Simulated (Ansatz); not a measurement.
# Quasiparticle gap of KF (Carobbiite)

Wanted: the gap of KF (Carobbiite) with a many-body correction, and the time that it takes.

Main program and level: Ansatz 0.2.0; PBE, then G0W0 on it, plane waves, PAW.

In doubt: masses and optical values from hybrid runs of this build are listed as unsure (in some of the runs), which bears on the screening that GW takes from such a start.

## (1) Set-up

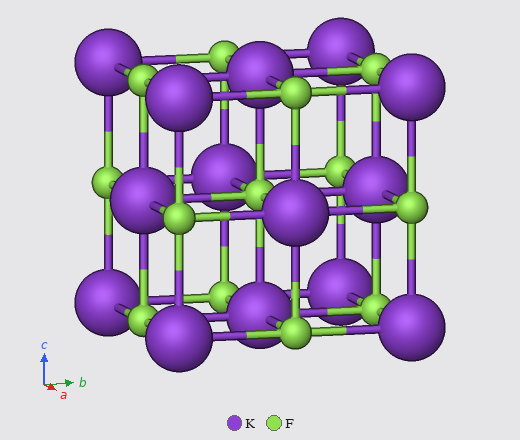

Start, viewed slightly off an axis; potassium purple, fluorine green. This picture shows the conventional cell, with its axes. Some periodic images of atoms are drawn too.

The cell and positions come from the Crystallography Open Database and are kept as given unless a step says otherwise.

## (2) The PBE band structure

Levels along a band path and on the mesh show where this functional puts the band edges.

This step: DFT, PBE, plane waves, PAW; PAW set soft_1.

input.yaml

```yaml
crystal:
  lattice:
    - [0.0, 2.67185, 2.67185]
    - [2.67185, 0.0, 2.67185]
    - [2.67185, 2.67185, 0.0]
  atoms:
    - { symbol: K, position: [0.0, 0.0, 0.0] }
    - { symbol: F, position: [0.5, 0.5, 0.5] }
kpoints:
  mp_grid: { grid: [8, 8, 8] }
  band_path:
    path:
      - [[0.0, 0.0, 0.0], [0.5, 0.0, 0.5], [0.625, 0.25, 0.625]]
      - [[0.375, 0.375, 0.75], [0.0, 0.0, 0.0], [0.5, 0.5, 0.5], [0.5, 0.25, 0.75], [0.5, 0.0, 0.5]]
    npoints: 10
hamiltonian:
  xc: pbe
  pseudopotentials: { kind: paw, azcp: { folder: soft_1 } }
scf:
  occupations: { method: fermi_dirac, width: 0.02 }
  n_extra_bands: 4
output:
  eigenvalues: true
```

Run with:

```sh
> ansatz run input.yaml --threads 24 --pin off --max-ram 82944MiB --backend cuda --events-out ev --progress --plain --runs-dir out --devices 1 --max-vram 78GiB
```

Numbers of over 12 decimals in the logs are rounded to 6 here.

Output:

```text
scf.n_extra_bands = 4 over 8 filled bands (N_el = 16.0): the run solves 12 bands
GPUs: using 1 of 1 available (devices: 1).
Engine: ansatz 0.2.0, aarch64-unknown-linux-gnu
Pseudopotentials: kind: paw
Pseudopotential: K, paw, valence charge 9, recommended cutoff 420 eV (normal), soft_1/K.paw.azcp
Pseudopotential: F, paw, valence charge 7, recommended cutoff 420 eV (normal), soft_1/F.paw.azcp
Functional definition: PBE
  parameter kappa = 0.804
  parameter beta = 0.066725
  exchange = pbe_x(kappa = kappa, mu = beta*pi^2/3)
  correlation = pbe_c(beta = beta)
device memory: the entry about to start is reckoned to put 0.7 GiB on a device that reports 182.4 GiB free (of which the cap on the GPU budget leaves the run 78.0 GiB)
GPU FFT provider: cuFFT
GPU libraries: cuBLAS 13.8.1, cuFFT 12.4.0, cuSOLVER 12.3.2
GPU matrix products: emulated (plane waves: as basis.precision tells), large ones in fixed point in workspaces of 1.00 GiB
Crystal: 2 atoms, lattice volume = 38.148 Å³
Basis set: ecut = 420 eV, 725 PW (Γ)
Bands: 12, of which v1, the nominal top of the filled ones, is band 8 counted from 1 (7 counted from 0)
Symmetry: 48 space group operations
Space group: Fm-3m (ITA 225), of the structure as read, at distance tolerance 3.4e-5 Å
k-points: 29 of 512
Non-local potential: K, projectors of the file, l = 0: 3, l = 1: 2, l = 2: 2
Non-local potential: F, projectors of the file, l = 0: 2, l = 1: 2, l = 2: 1
PAW form: soft (Blöchl's): semilocal exchange-correlation on the pseudo side does not see the compensation charge
PAW one-centre angular grid: K, 110 points (default); XC on 64 Gauss nodes
PAW one-centre angular grid: F, 110 points (default); XC on 64 Gauss nodes
Initial density: superposition of atomic densities (chi_scale 0.1, normalization cell, long waves kept (reshape's long-wave potential 0.00 eV rms))
Initial wavefunctions: pseudopotential atomic-orbital guess
GPU buffer pool allocated for 19683 grid points (all kernels)
GPU transforms: local potential and band sums: pruned to the plane-wave sphere, on 25×25×25
Functional: x = pbe(κ = 0.804, μ = 0.219515), c = pbe(β = 0.066725)
SCF iter   1: F=—  HF=-2351.883716 eV  |F-HF|=—  |Δ(HF+E_count)|=         —  Δρ=1.97e-1  dr2=1.28e1  ethr=3.10e-3  ⟨swp⟩=6.8  Hψ=2423  notcnv=0
preconditioner: auto → none  [insulator: Δε(μ)=2.264 eV  Ē_g=15.953 eV  σ=0.020 eV  W_gap=1.00  n_scr=14 (ndim 8)  ℏωp=22.5 eV  f_vac=0.000  D(μ)=0.00/eV (n_scr^D=0)  ε∞_Penn≈3.0]
SCF iter   2: F=—  HF=-2348.878973 eV  |F-HF|=—  |Δ(HF+E_count)|=    3.00e0  Δρ=2.74e-2  dr2=3.56e-1  ethr=3.10e-3  ⟨swp⟩=3.2  Hψ=1037  notcnv=0
SCF iter   3: F=—  HF=-2348.803159 eV  |F-HF|=—  |Δ(HF+E_count)|=   7.58e-2  Δρ=9.18e-3  dr2=2.38e-2  ethr=2.23e-3  ⟨swp⟩=2.6  Hψ=556  notcnv=0
SCF iter   4: F=—  HF=-2348.801728 eV  |F-HF|=—  |Δ(HF+E_count)|=   1.43e-3  Δρ=3.09e-3  dr2=3.18e-3  ethr=1.49e-4  ⟨swp⟩=2.7  Hψ=579  notcnv=0
SCF iter   5: F=—  HF=-2348.800911 eV  |F-HF|=—  |Δ(HF+E_count)|=   8.16e-4  Δρ=1.23e-3  dr2=6.20e-4  ethr=1.99e-5  ⟨swp⟩=2.8  Hψ=526  notcnv=0
SCF iter   6: F=—  HF=-2348.800759 eV  |F-HF|=—  |Δ(HF+E_count)|=   1.52e-4  Δρ=3.99e-4  dr2=6.91e-5  ethr=3.87e-6  ⟨swp⟩=2.0  Hψ=399  notcnv=0
SCF iter   7: F=—  HF=-2348.800742 eV  |F-HF|=—  |Δ(HF+E_count)|=   1.77e-5  Δρ=2.80e-5  dr2=4.73e-7  ethr=4.32e-7  ⟨swp⟩=2.0  Hψ=476  notcnv=0
SCF iter   8: F=-2348.800741 eV  HF=-2348.800741 eV  |F-HF|=2.47e-8  |Δ(HF+E_count)|=   6.64e-8  Δρ=8.84e-6  dr2=3.05e-8  ethr=6.25e-10  ⟨swp⟩=3.8  Hψ=1418  notcnv=0
SCF 1 converged in 8 iterations: F = -2348.800741 eV  dr2 = 3.05e-8
  greatest PAW one-centre occupation: 0.988 electrons in one spin orbital (limit 2), on the K atom at site 0 (counted from 0), in its partial waves of l = 0
device memory: the entry about to start is reckoned to put 0.7 GiB on a device that reports 180.6 GiB free (of which the cap on the GPU budget leaves the run 78.0 GiB)
NSCF: frozen V_eff on 62 k-points, pencils in batches of 32, up to order 56
SCF converged after 8 iterations
Free energy (F): -2348.800741 eV
Harris-Foulkes:  -2348.800741 eV  (|F-HF|=2.47e-8)
Internal energy: -2348.800741 eV  (E = F + TS)
E sigma→0 (E₀):  -2348.800741 eV
Fermi energy:    4.569067 eV
--- Per-component energies (eV) ---
  E_band       = -125.310044
  E_kinetic    = 454.183313
  E_local      = -1116.489691  (includes V_loc(G=0)·N_el)
  E_nonlocal   = 99.668119
  E_hartree    = 402.680935
  E_xc         = -213.930443
  E_vxc        = -266.065571  (∫ρ·V_xc dr)
  E_paw        = -986.851735  (= ΣΔE_a)
  E_vpaw       = -101.963154  (= ΣTr[D̂ρ^β])
  E_aug_tail   = 0.000699  (compensation charges beyond the density's cutoff)
  E_ewald      = -988.061939
  E_smearing   = -0.000000  (= −TS)
  E_closure    = -0.000000  (closes the sum)
  Σ components = -2348.800741   (vs F -2348.800741, Δ=0.00e0)
--- Band table (eV; the first three rows and the last of 29) ---
  k-point 0: bands = [... 4 lower, -7.9215, 1.4511, 1.4511, 1.4511, 7.6334, 12.1281, 12.1281, 12.1281]
  k-point 1: bands = [... 4 lower, -7.9270, 1.3116, 1.3984, 1.3984, 8.0657, 11.8832, 12.3336, 12.3336]
  k-point 2: bands = [... 4 lower, -7.9400, 1.0159, 1.2740, 1.2740, 9.1437, 11.5450, 12.8407, 12.8407]
  k-point 28: bands = [... 4 lower, -8.0089, 1.0480, 1.2888, 1.2888, 11.1900, 11.1900, 12.6424, 14.7919]
```

It took 2.1 s on 1 × NVIDIA GB200 (shared by 2 runs) with 24 threads of Arm Neoverse V2, shared host; peak memory 0.98 GiB; 1.8 s of CPU time.

The column dr2 measures how far the density is from self-consistency, as an energy; F and HF (Harris–Foulkes) agree once it is small.

Numbers from this step:

- filled bands: 8
- gap: 6.182 eV
- valence top at: Γ
- conduction bottom at: Γ
- least direct gap: 6.182 eV

Over mesh and path the gap is 6.182 eV, direct, at k = Γ.

The electronic bands at the labelled points (eV, zero at the top of the highest nominally filled band; v1 is the highest filled band, c1 the lowest empty one):

| point | v4 | v3 | v2 | v1 | c1 | c2 | c3 | c4 |
| --- | --- | --- | --- | --- | --- | --- | --- | --- |
| Γ | -9.37 | 0.00 | 0.00 | 0.00 | 6.18 | 10.68 | 10.68 | 10.68 |
| X | -9.58 | -0.21 | -0.06 | -0.06 | 8.22 | 10.31 | 11.81 | 13.50 |
| U | -9.52 | -0.34 | -0.19 | -0.19 | 8.96 | 10.73 | 11.07 | 13.50 |
| jump to K | -9.52 | -0.34 | -0.19 | -0.19 | 8.96 | 10.73 | 11.07 | 13.50 |
| Γ | -9.37 | 0.00 | 0.00 | 0.00 | 6.18 | 10.68 | 10.68 | 10.68 |
| L | -9.41 | -0.79 | -0.35 | -0.35 | 9.08 | 10.61 | 12.04 | 12.04 |
| W | -9.46 | -0.40 | -0.16 | -0.16 | 9.74 | 9.74 | 11.19 | 13.34 |
| X | -9.58 | -0.21 | -0.06 | -0.06 | 8.22 | 10.31 | 11.81 | 13.50 |

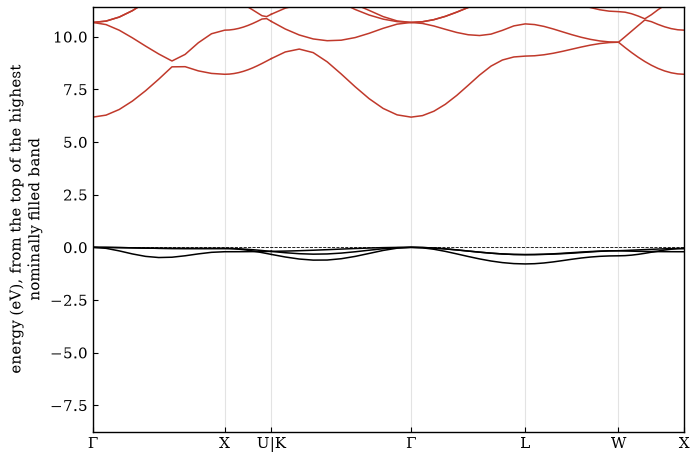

Electronic bands along the path; lines of filled and empty bands in two colours.

## (3) The quasiparticle correction

G0W0 replaces the xc potential by a self-energy built once from the orbitals of the start. Levels are corrected in the window of bands that the input names, at points of the mesh.

This step: G0W0 on PBE, plane waves, PAW; PAW set soft_1.

input.yaml, the sections that differ from step 2:

```yaml
kpoints:
  mp_grid: { grid: [6, 6, 6] }
scf:
  occupations: { method: fixed }
gw:
  n_empty_bands: 245
  ecut_chi: 200.0
  qp_bands: [v2, c2]
  qp_kpoints: band_edges
  screening: { model: contour_deformation }
# crystal, hamiltonian: as in step 2
# output: removed
```

Output:

```text
GPUs: using 1 of 1 available (devices: 1).
[...]
Crystal: 2 atoms, lattice volume = 38.148 Å³
Basis set: ecut = 420 eV, 725 PW (Γ)
Bands: 12, of which v1, the nominal top of the filled ones, is band 8 counted from 1 (7 counted from 0)
[... 1 set-up line as in the run before ...]
[...]
k-points: 16 of 216
[...]
SCF iter   1: F=—  HF=-2351.883760 eV  |F-HF|=—  |Δ(HF+E_count)|=         —  Δρ=1.97e-1  dr2=1.28e1  ethr=3.10e-3  ⟨swp⟩=4.0  Hψ=1092  notcnv=0  defer=19
[...]
SCF iter   9: F=-2348.800704 eV  HF=-2348.800704 eV  |F-HF|=1.64e-9  |Δ(HF+E_count)|=   9.25e-8  Δρ=2.25e-6  dr2=1.90e-9  ethr=6.25e-10  ⟨swp⟩=4.2  Hψ=837  notcnv=0
SCF 1 converged in 9 iterations: F = -2348.800704 eV  dr2 = 1.90e-9
[...]
NSCF: frozen V_eff on 16 k-points, pencils in batches of 32, up to order 48
the band table was solved once the SCF had ended and its energy, with any forces and stress, was formed, with the checks that follow a solve (1185 applications of the Hamiltonian). They found nothing against the state; the energy, forces and stress were not computed again (output.eigenvalues in the input reference)
[...]
NSCF: frozen V_eff on 16 k-points
G₀W₀ screening: q 1/16
[... further progress lines ...]
[...]
SCF converged after 9 iterations
Free energy (F): -2348.800704 eV
[...]
Internal energy: -2348.800704 eV  (E = F + TS)
E sigma→0 (E₀):  -2348.800704 eV
Fermi energy:    1.451312 eV
[...]
1    10     11.7506    -5.0473    -3.4788   -10.5893  0.8813    13.8427    13.8138  root
     2     7      1.1885   -30.1006     5.2623   -22.3105  0.7836    -1.4269    -1.3393  root
     2     8      1.1885   -30.1006     5.2623   -22.3105  0.7836    -1.4269    -1.3393  root
     2     9      9.9263    -6.8284    -2.9474   -11.1303  0.8769    11.2914    11.2808  root
     2    10     11.5392    -4.9225    -3.3486    -9.9386  0.8814    13.2253    13.2066  root
     3     7      1.1045   -29.8964     5.2573   -22.1004  0.7833    -1.5239    -1.4342  root
     3     8      1.1045   -29.8964     5.2573   -22.1004  0.7833    -1.5239    -1.4342  root
     3     9     10.5312    -7.2715    -2.9959   -11.9940  0.8717    12.2764    12.2578  root
     3    10     12.0604    -4.6993    -3.2756    -9.1056  0.8806    13.2002    13.1912  root
     4     7      1.4224   -30.6836     5.2676   -22.9161  0.7845    -1.1595    -1.0775  root
     4     8      1.4224   -30.6836     5.2676   -22.9161  0.7845    -1.1595    -1.0775  root
     4     9      8.5514    -5.5920    -2.9698    -9.6740  0.8873     9.6699     9.6637  root
     4    10     11.2675    -4.5719    -3.4236    -9.9644  0.8850    13.2613    13.2364  root
     5     7      1.2822   -30.2793     5.2377   -22.5212  0.7846    -1.3235    -1.2383  root
     5     8      1.3278   -30.4364     5.2516   -22.6708  0.7844    -1.2704    -1.1862  root
     5     9      9.7926    -6.1714    -3.0240   -10.4659  0.8810    11.0722    11.0631  root
     5    10     10.8959    -4.5758    -3.3195    -9.6865  0.8851    12.7072    12.6871  root
     6     7      1.1504   -29.9772     5.2247   -22.2132  0.7843    -1.4773    -1.3888  root
     6     8      1.1783   -30.0834     5.2499   -22.3012  0.7838    -1.4418    -1.3539  root
     6     9     10.6764    -6.6217    -3.0787   -11.4129  0.8745    12.4074    12.3889  root
     6    10     11.5543    -5.0497    -3.2918    -9.7882  0.8805    13.0152    13.0010  root
     7     7      1.1210   -29.9640     5.2633   -22.1634  0.7832    -1.5057    -1.4163  root
     7     8      1.2553   -30.1747     5.2028   -22.4421  0.7853    -1.3602    -1.2744  root
     7     9     10.5636    -6.6771    -3.0470   -11.2586  0.8751    12.1127    12.0980  root
     7    10     11.4750    -5.1353    -3.3055   -10.0600  0.8801    13.1119    13.0942  root
     8     7      1.2100   -30.1787     5.2749   -22.3801  0.7834    -1.4008    -1.3137  root
     8     8      1.3829   -30.5279     5.2366   -22.7826  0.7850    -1.2087    -1.1258  root
     8     9      9.3433    -6.1575    -2.9731   -10.3306  0.8824    10.5511    10.5433  root
     8    10     11.3443    -4.9833    -3.3653   -10.2420  0.8818    13.2613    13.2377  root
     9     7      1.3952   -30.6138     5.2411   -22.8628  0.7850    -1.1975    -1.1147  root
     9     8      1.3952   -30.6138     5.2411   -22.8628  0.7850    -1.1975    -1.1147  root
     9     9     10.1112    -4.0477    -3.2418    -8.9749  0.8896    11.8130    11.7965  root
     9    10     10.4169    -5.7196    -3.1814   -10.2824  0.8820    11.8096    11.7982  root
    10     7      1.2729   -30.2550     5.2030   -22.5211  0.7854    -1.3438    -1.2581  root
    10     8      1.3238   -30.4510     5.2378   -22.6937  0.7848    -1.2802    -1.1957  root
    10     9     10.1357    -4.4118    -3.2025    -9.2779  0.8875    11.8155    11.7993  root
    10    10     11.5857    -6.0523    -3.3304   -11.0533  0.8773    13.2750    13.2563  root
    11     7      1.1888   -30.1371     5.2493   -22.3547  0.7839    -1.4319    -1.3442  root
    11     8      1.2739   -30.1613     5.1349   -22.4853  0.7870    -1.3528    -1.2673  root
    11     9     10.7550    -5.5303    -3.1820   -10.3738  0.8799    12.4340    12.4166  root
[...]
13     7      1.1815   -30.1033     5.2484   -22.3212  0.7839    -1.4401    -1.3522  root
    13     8      1.3396   -30.3830     5.1946   -22.6664  0.7858    -1.2663    -1.1825  root
    13     9     10.7359    -4.8112    -3.2576    -9.8111  0.8838    12.4972    12.4783  root
    13    10     10.8536    -6.1554    -3.1488   -10.7453  0.8774    12.3078    12.2947  root
    14     7      1.2229   -30.1242     5.1918   -22.3945  0.7854    -1.4018    -1.3150  root
    14     8      1.2432   -30.1367     5.1702   -22.4281  0.7860    -1.3814    -1.2952  root
    14     9     11.0243    -5.9584    -3.1884   -10.8757  0.8766    12.7729    12.7533  root
    14    10     11.3561    -5.2708    -3.2853   -10.2208  0.8793    13.0394    13.0208  root
    15     7      1.2594   -30.1333     5.1154   -22.4698  0.7874    -1.3746    -1.2887  root
    15     8      1.3334   -30.3738     5.1803   -22.6669  0.7861    -1.2774    -1.1933  root
    15     9     10.4060    -4.6988    -3.2128    -9.5948  0.8852    12.1063    12.0892  root
    15    10     12.0721    -5.9538    -3.3213   -10.9959  0.8720    13.8153    13.7929  root
```

Elapsed: 5.9 s, on 1 × NVIDIA GB200 (shared by 2 runs) with 24 threads; peak memory 1.3 GiB; 18 s of CPU time.

Numbers from this step:

```
bands summed                                    : 253
RPA ε∞ on this mesh (eigenvalues)               : 1.899, 1.899, 1.899
plane waves in the screening matrix             : 259
q-points in the mesh                            : 216
G0W0 gap over the corrected points              : 9.690 eV
k of the valence top                            : 0, 0, 0
k of the conduction bottom                      : 0, 0, 0
starting gap on the mesh                        : 6.182 eV
Z at the valence top                            : 0.7841
Z at the conduction bottom                      : 0.8927
least direct G0W0 gap over the corrected points : 9.690 eV
```

Over all 16 irreducible mesh points the G0W0 gap is 9.690 eV, direct, at k = Γ. The PBE gap of this run on the mesh is 6.182 eV. The two states that bound the G0W0 gap lie that far apart at the start, so the correction of the gap is 9.690 − 6.182 = +3.508 eV. The start of this run differs from the step before in mesh (8×8×8 and 6×6×6).

Labels follow the order of the start: v1 is the top filled band, c1 the lowest empty one; levels that stay degenerate share a row, the window can cut a multiplet, doubted levels are not marked in this list, bands outside the window were not corrected, and the list may be a part of the corrected levels. The levels before and after the correction (eV, zero at the valence-band top of each column):

|  | conduction bottom | valence top |
| --- | --- | --- |
| Kohn-Sham | 6.18 | 0.00 |
| G0W0 | 9.69 | 0.00 |

|  | level | occupation | energy (eV) |
| --- | --- | --- | --- |
| Kohn-Sham | Γ v2-v1 | 2 | 0.000 |
| Kohn-Sham | Γ c1 | 0 | 6.182 |
| Kohn-Sham | Γ c2 | 0 | 10.677 |
| G0W0 | Γ v2-v1 | 2 | 0.000 |
| G0W0 | Γ c1 | 0 | 9.690 |
| G0W0 | Γ c2 | 0 | 15.480 |

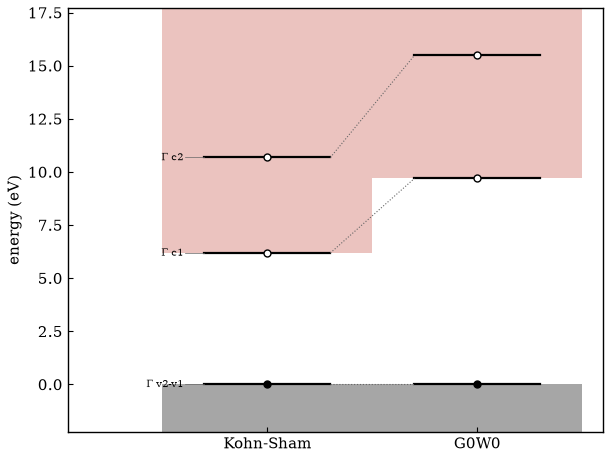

Levels before and after the correction. Shaded: valence and conduction bands. Filled marks are occupied levels, open marks empty ones.

The parts of the quasiparticle energy for the two states that bound the G0W0 gap, in eV on the run's own scale (QP = start + Σx + Σc − Vxc, with Σc at the quasiparticle energy):

| edge | k | band | start | Σx | Σc | Vxc | Z | QP |
| --- | --- | --- | --- | --- | --- | --- | --- | --- |
| valence top | Γ | 7 | 1.451 | −30.785 | 5.288 | −23.005 | 0.784 | −1.041 |
| conduction bottom | Γ | 9 | 7.633 | −4.872 | −2.976 | −8.863 | 0.893 | 8.649 |

## (4) The runs together

Each gap is the least one over the points named; times are wall times on shared hosts, not benchmarks. A G0W0 time includes the run's own self-consistent start. Rows marked * are further runs, not shown as steps, whose inputs differ from the G0W0 step on the same start in the columns given; solver thresholds can differ too.

| level | mesh | files, cutoff | bands summed, screening | points | gap (eV) | valence top | conduction bottom | least direct gap (eV) | time |
| --- | --- | --- | --- | --- | --- | --- | --- | --- | --- |
| PBE | 8×8×8 | soft_1 PAW, 420 eV | - | mesh and path | 6.182 | Γ | Γ | 6.182 | 2.1 s |
| G0W0@PBE* | 6×6×6 | soft_1 PAW, 420 eV | 48, 60 eV | all 16 irreducible mesh points | 9.631 | Γ | Γ | 9.631 | 3.9 s |
| G0W0@PBE* | 6×6×6 | soft_1 PAW, 420 eV | 121, 120 eV | all 16 irreducible mesh points | 9.556 | Γ | Γ | 9.556 | 4.2 s |
| G0W0@PBE | 6×6×6 | soft_1 PAW, 420 eV | 253, 200 eV | all 16 irreducible mesh points | 9.690 | Γ | Γ | 9.690 | 5.9 s |
| G0W0@PBE* | 4×4×4 | soft_1 PAW, 420 eV | 121, 120 eV | all 8 irreducible mesh points | 9.567 | Γ | Γ | 9.567 | 2.7 s |
| G0W0@PBE* | 6×6×6 | soft_1 PAW, 420 eV | 121, 120 eV, plasmon pole | all 16 irreducible mesh points | 9.599 | Γ | Γ | 9.599 | 4.6 s |

## (5) Outcome

| Property | Result |
| --- | --- |
| PBE gap over mesh and path | 6.182 eV, direct, at k = Γ |
| G0W0@PBE gap over all 16 irreducible mesh points | 9.690 eV, direct, at k = Γ |
| GW settings | 6×6×6 mesh, 245 empty bands, screening to 200 eV, PAW set soft_1 files |
| known limits | finite bands, screening cutoff and k mesh; no spin-orbit coupling in G0W0 |

**Reading.** Over all 16 irreducible mesh points the G0W0 gap is 9.690 eV, direct, at k = Γ. The PBE gap of this run on the mesh is 6.182 eV. The two states that bound the G0W0 gap lie that far apart at the start, so the correction of the gap is 9.690 − 6.182 = +3.508 eV. The valence state moves by −1.041 − 1.451 = −2.492 eV and the conduction state by 8.649 − 7.633 = +1.016 eV, on the run's own scale; with 48 bands the edge states move by −2.367 and +1.082 eV, so the split between the edges depends on the bands and cutoff. Both edges that PBE shows over mesh and path lie at k points where levels were corrected. Levels at other points were not corrected, so a lower G0W0 gap elsewhere in the zone is not ruled out. From 48 bands and 60 eV to 253 bands and 200 eV the gap moves by 9.690 − 9.631 = +0.059 eV (rung by rung 9.631, 9.556, 9.690 eV); bands and screening cutoff rise together, so their parts are not told apart. The gap turns back along the series (9.631, 9.556, 9.690 eV), so no line is drawn and the limit is not known. With the 4×4×4 mesh in place of the 6×6×6 mesh and all else as in the G0W0@PBE row with 121 bands, the gap differs by 9.567 − 9.556 = +0.011 eV, and that of the start by 6.182 − 6.182 = +0.000 eV. With the plasmon pole model in place of the contour deformation model and all else as in the G0W0@PBE row with 121 bands, the gap differs by 9.599 − 9.556 = +0.043 eV. G0W0 on other starts in this series, not shown as steps and not all at these settings: 10.453 eV on HSE06 (6×6×6, soft_1 PAW, 121 bands, 120 eV) and 9.556 eV on LDA (6×6×6, soft_1 PAW, 121 bands, 120 eV). The G0W0 runs are scalar-relativistic. G0W0@PBE runs of this series with other atomic data on the same mesh, not shown as steps, give 9.558 eV (hard PAW, 1050 eV, 121 bands, screening to 120 eV; the table's row with the same empty bands and screening cutoff has 9.556 eV); where bands and cutoffs differ too, the part of the files is not isolated.

[Paths, hosts, dates, memory and timing lines, banners, echoed tables and standing remarks are left out of the program output.]

[Logs are printed without paths, hosts, clocks, repeated set-up lines and the standing remarks that a program may print on its own settings, such as how far it seeks lower states.]

[Runs of the session that timed out or met a known fault of the program may be left out.]

[Cells called generated may have been cut or substituted from an entry of the Crystallography Open Database or the Materials Project.]

[Hosts, paths, dates, database ids (printed as entryN), source tags and the programs' standing remarks are cut or masked in the printed files.]

[Where an RPA ε∞ is given, it is that of the G0W0 mesh and is not shown converged in it. Names of k-points follow the symmetry that the program found, which can be lower than the space group named. Band edges on a path are those of the sampled points; other points can move an edge, and change direct to indirect where valleys lie close.]

[Hybrid gaps are those of their k-mesh and are not shown converged in it.]
